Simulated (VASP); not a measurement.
Band structure of Mg₂Si (antifluorite). Level of theory: revPBE GGA, VASP's PBE PAW potentials (set 64) (plane waves; VASP).

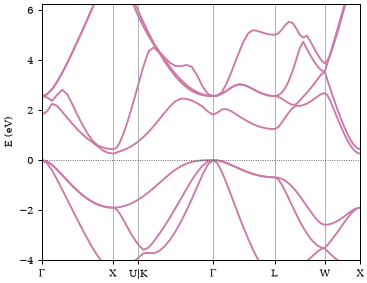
Figure: Bands along high-symmetry lines, zero at the valence-band maximum or, without a gap, the Fermi level

**Question.** Read the plot: is there a gap, and where are the band edges?

**Answer.** The gap is indirect, 0.26 eV, from the valence maximum at Γ to the conduction minimum at X. (Edges off the drawn lines would not show.)

Measured: gap 0.77 eV (computed value off by -0.51 eV), as given by Byungki Ryu et al., Journal of the Korean Physical Society (2019), arXiv:1905.06140.

The compound is Mg2Si in the antifluorite structure. It was relaxed first.
